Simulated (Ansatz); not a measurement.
## Electronic structure of CH$_{5}$NSSi in real space

```xyz
9

N    -0.8999    0.5525   -1.0710
Si    0.6265    0.2928   -0.2997
C     0.2306   -0.5944    1.3380
S    -1.2561   -1.1762    1.6962
H    -1.6596   -0.0126   -0.6683
H    -0.9868    0.6431   -2.0841
H     1.6183   -0.5871   -1.0337
H     1.3624    1.5680    0.0290
H     1.0532   -0.7325    2.0766
```

Computed with Ansatz 0.2.0, RKS PBE-D4/def2-SVP.

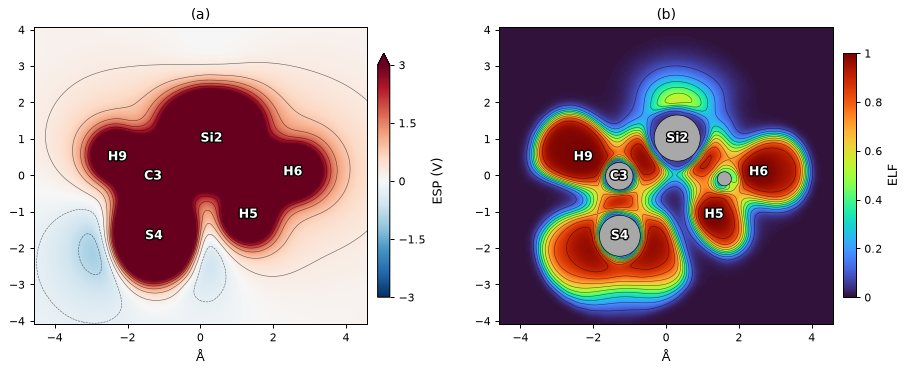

Figure 1. (a) electrostatic potential; (b) ELF on the plane of atoms Si2, C3 and H9. Grey discs cover the atomic cores in the ELF map.

Interpret the plot.

The section cuts through Si, C, S and H sites. C–S (1.64 Å): the ELF peaks at about 0.90 between the atoms (a covalent bond). C–Si (1.90 Å): the ELF peaks at about 1 between the atoms: a shared electron pair. C–H (1.11 Å): the ELF climbs to about 1 towards the hydrogen, as it does in any bond to H (a covalent bond by its length). The ELF also peaks beside S4, away from the bonds: lone-pair regions. Outside the dense part of the molecule the potential is most negative (−1.0 V) near S4.

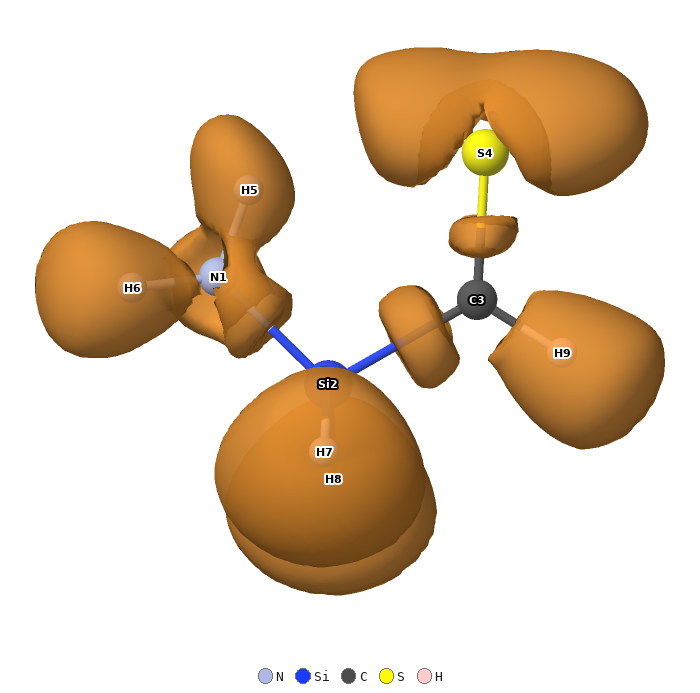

Figure 2. Isosurface of the ELF at 0.8 (orange), seen across its widest extent. Only the valence region is drawn (cores and ρ < 0.01 e/Å³ removed).

Identify the bonds, lone pairs and shells in this picture.

At this value the surface marks out one region between bonded C–S atoms (shared pairs), one region between bonded C–Si atoms (shared pairs), three regions around hydrogen nuclei, one ring or bowl of non-bonding electrons around S and one joined region spread over several atoms (H, N), in which their bonds and any lone pairs are merged. Profiles from the grid: Si–N (1.73 Å): the ELF peaks at about 0.90 between the atoms; a polar covalent bond.

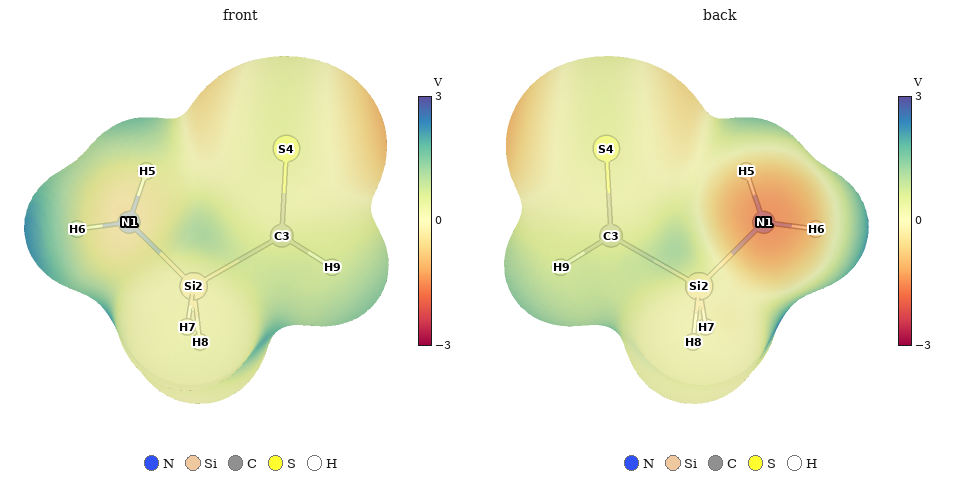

Figure 3. The electrostatic potential painted on the density surface at 0.004 e/bohr³, seen from the front and from behind; red is negative and blue positive.

Which sites attract a positive test charge, and which a negative one?

A positive charge is drawn to the negative regions and a negative charge to the positive ones. The most negative region (about −1.5 V, or −35 kcal/mol for a unit charge) lies over N1, the most positive (about +2.2 V, or +51 kcal/mol for a unit charge) over Si2 and H6. N1 is the likeliest acceptor of a hydrogen bond.

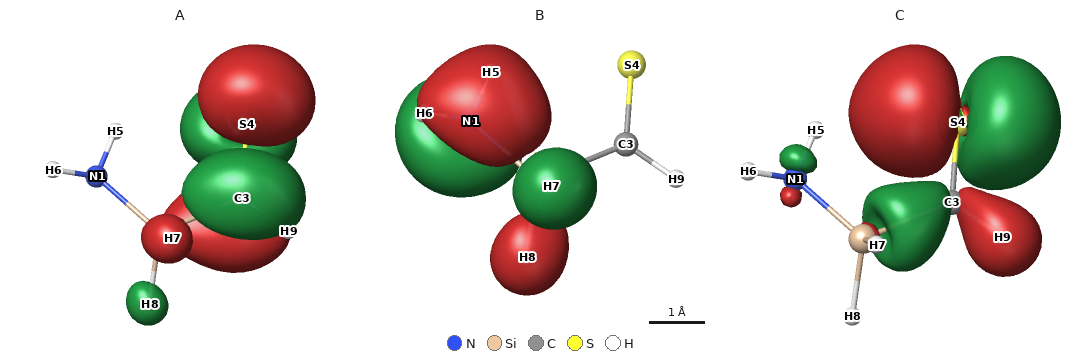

Figure 4. Three frontier orbitals at ±0.1 Å⁻³ᐟ² (green and red are the two phases), in no order.

Order the three orbitals by energy and name them.

B is the HOMO−1 (−5.80 eV). By Hirshfeld shares it lies mainly on N1 (about 65 %); largely a lone pair of N1. C is the HOMO (−5.22 eV). Its weight (Hirshfeld) is mainly on S4 (about 75 %), C3 (about 10 %) and Si2 (about 5 %); largely a lone pair of S4. A is the LUMO (−3.55 eV). Its weight (Hirshfeld) is mainly on S4 (about 45 %) and C3 (about 40 %); π-antibonding (π*) across S4–C3.

What is the HOMO–LUMO gap?

1.67 eV between the orbital energies.
